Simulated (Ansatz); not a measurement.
System: Zr₂TiC₃.

Input file:

```
crystal:
  lattice:
    - [-1.6308649, 1.6308649, 6.8758146]
    - [1.6308649, -1.6308649, 6.8758146]
    - [1.6308649, 1.6308649, -6.8758146]
  atoms:
    - { symbol: Zr, position: [0.836537, 0.836537, 0.0] }
    - { symbol: Zr, position: [0.163463, 0.163463, 0.0] }
    - { symbol: Ti, position: [0.5, 0.5, 0.0] }
    - { symbol: C, position: [0.66124, 0.66124, 0.0] }
    - { symbol: C, position: [0.33876, 0.33876, 0.0] }
    - { symbol: C, position: [0.0, 0.0, 0.0] }
basis:
  ecutwfc: 420
kpoints:
  mp_grid: { grid: [16, 16, 16] }
hamiltonian:
  xc: pbe
scf:
  occupations: { method: fermi_dirac, width: 0.15 }
output:
  forces: true
  stress: true
  eigenvalues: true
  write_density: true
  write_potential: true
  elf: true
  volumetric_format: npy
relax:
  adjacent_minimum: "off"
  f_tol: 0.001
  max_steps: 60
  cell: { stress_tol: 0.01 }
```

Command:

```sh
ansatz run input.yaml --threads 4 --pin off --max-ram 8192MiB --backend cpu --events-out ev --progress --plain --runs-dir out
```

Below, planes, directions and counts refer to the conventional cell (a = 3.26 Å, b = 3.26 Å, c = 13.75 Å, α = 90.00°, β = 90.00°, γ = 90.00°).

The fields are those of the run's last geometry, not of the input's.

Space group I4/mmm; a structure generated by program, which may or may not match a known phase; computed without spin polarisation.

Computed with DFT PBE, scalar-relativistic, plane waves, PAW (Ansatz 0.2.0).

Question: Predict the valence pseudo-density and electron localisation function between the atoms.

Answer: Ti–C (2.22 Å): ρ at the midpoint is about 0.47 e/Å³; the ELF peaks at about 0.80 in the valence shell of C, 0.7 Å from its nucleus, and is about 0.30 at the midpoint.
Zr–C (2.25 Å): ρ is about 0.56 e/Å³ halfway; the ELF peaks at about 0.80 in the valence shell of C, 0.7 Å from its nucleus, and drops to about 0.25 between the two atoms (no localised pair shows between them).
Ti–C (2.31 Å): ρ is about 0.39 e/Å³ halfway; the ELF peaks at about 0.80 in the valence shell of C, 0.7 Å from its nucleus, and is about 0.30 at the midpoint.
Zr–C (2.31 Å): ρ at the midpoint is about 0.49 e/Å³; the ELF peaks at about 0.80 in the valence shell of C, 0.7 Å from its nucleus, and drops to about 0.25 between the two atoms; no shared electron pair shows on this line.

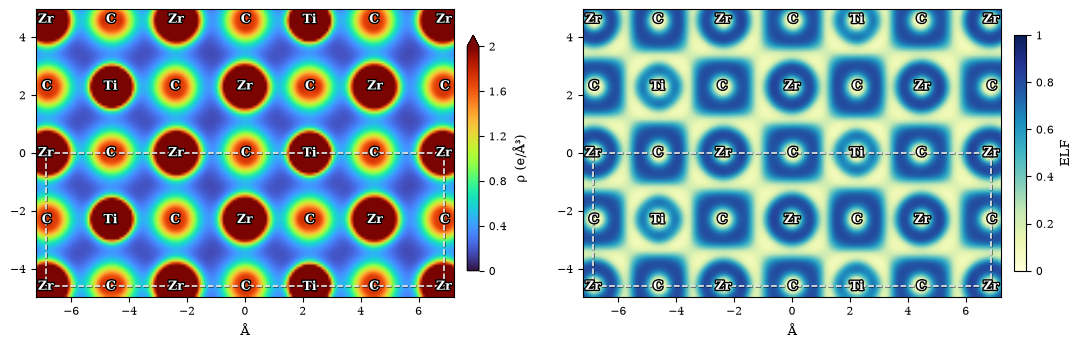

Computed valence pseudo-density and electron localisation function on the (11̄0) plane of the conventional cell, in this order. 

Core electrons are frozen (PAW), and the valence fields are smoothed inside the atomic spheres.
